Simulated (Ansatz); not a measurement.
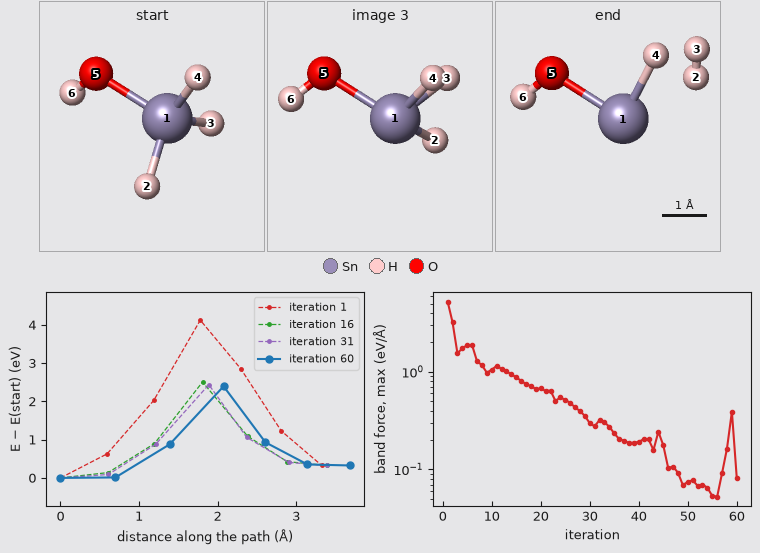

A nudged-elastic-band calculation for SnH$_{4}$O. Images are numbered from 0 (start) to 6 (end). The plot follows the band through its iterations. The picture is a ball-and-stick view, seen at a tilt.

These are results of RKS PBE0/def2-mTZVP in Ansatz 0.2.0, not measurements. Run with 5 movable images; climbing image; force threshold 0.03 eV/Å; iteration limit 60; optimiser FIRE; largest step 0.5 Å; starting path through a guess of the saddle point.

Question: Did the band converge, and can the barrier be trusted?

Answer: The result isn't final. The band hadn't converged when the run stopped after 60 iterations. The largest component of the band force went from 5.2 to 0.081 eV/Å. The barrier read from it is provisional, though the highest image hardly moved in the last two iterations. The step length is far from the usual. The first iteration put the highest image at 4.12 eV. Forward barrier 2.39 eV, backward barrier 2.07 eV, with image 3 at the top; the reaction energy is +0.33 eV.
